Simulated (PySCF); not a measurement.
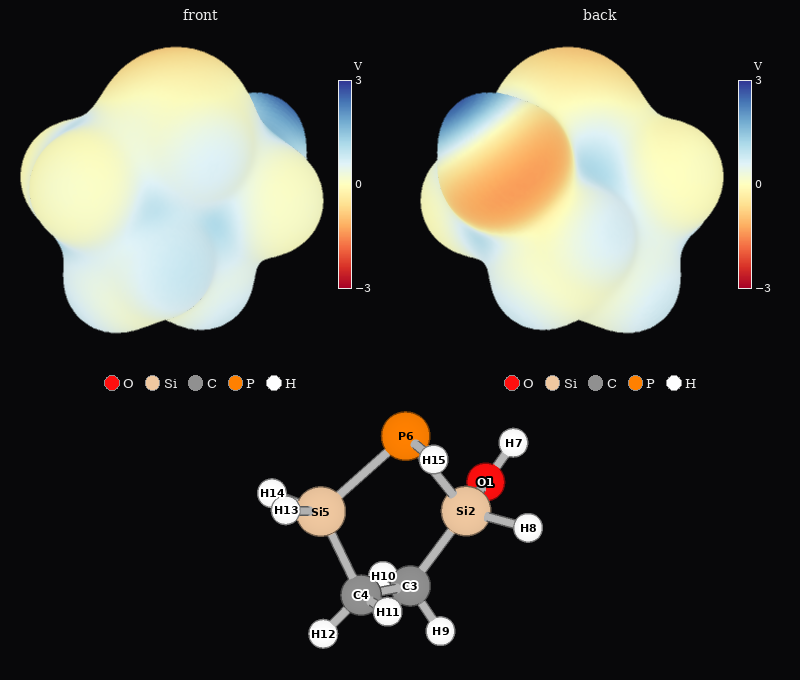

C2H9OPSi2. The electrostatic potential painted on the density surface at 0.002 e/bohr³, seen from the front and from behind; the colour scale runs from red (negative) to blue (positive). The bare structure is drawn below in the same view.

Geometry: PBE0-D3(BJ)/def2-SVP.

Computed with PySCF 2.14.0, CAM-B3LYP/def2-SVPD, SCF density, gas phase.

```xyz
15

O     2.4817   -0.7221   -1.3552
Si    1.4354   -0.5704   -0.0652
C    -0.2820   -1.0064   -0.7121
C    -1.3776   -0.2582    0.0580
Si   -0.8966    1.5717    0.1868
P     1.3123    1.5707    0.7131
H     3.4048   -0.5090   -1.1907
H     1.8659   -1.4483    1.0707
H    -0.4346   -2.0986   -0.6972
H    -0.2836   -0.7095   -1.7763
H    -1.4668   -0.6483    1.0876
H    -2.3693   -0.3833   -0.4086
H    -1.6957    2.3258    1.2002
H    -1.0501    2.2402   -1.1428
H     1.0687    1.1310    2.0528
```

Describe the electrostatic potential map.

The most negative region (about −1.3 V) lies over O1, the most positive (about +2.5 V) over H7. O1 is the likeliest acceptor of a hydrogen bond.
